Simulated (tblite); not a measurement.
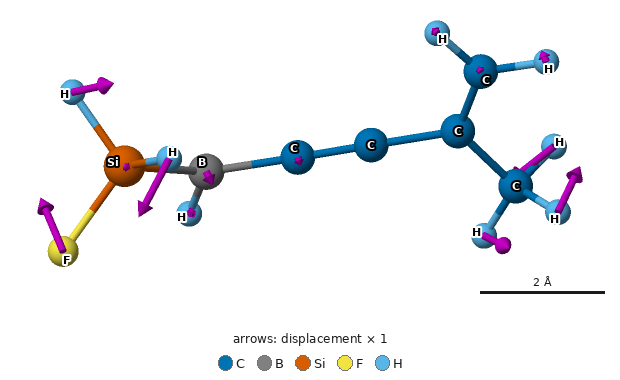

This is a relaxation of C5H8BFSi. The starting structure is drawn; purple arrows show the displacements, at their true length. The two geometries are superimposed by the best rigid fit.

Style: ball-and-stick. Shown from a free direction.

Theory: GFN2-xTB geometry optimisation, gas phase in tblite. 

**Describe the change and its energy.**

After 130 geometry steps the energy has fallen by 51.5 kJ/mol. The F atom moves most after the best rigid fit: 1.10 Å. Largest moves by element: F 1.10 Å, H 1.08 Å, B 0.25 Å, C 0.14 Å, Si 0.11 Å. Some distances before and after: F–Si 1.705 → 1.627 Å, B–C 1.531 → 1.484 Å, C–H 1.127 → 1.087 Å, C–C 1.442 → 1.412 Å. Among the angles between lasting bonds that change: B–Si–H 107.2° → 117.5°, F–Si–H 109.8° → 101.5°, F–Si–H 109.2° → 101.6°. Groups turn about C–C by about 55°.
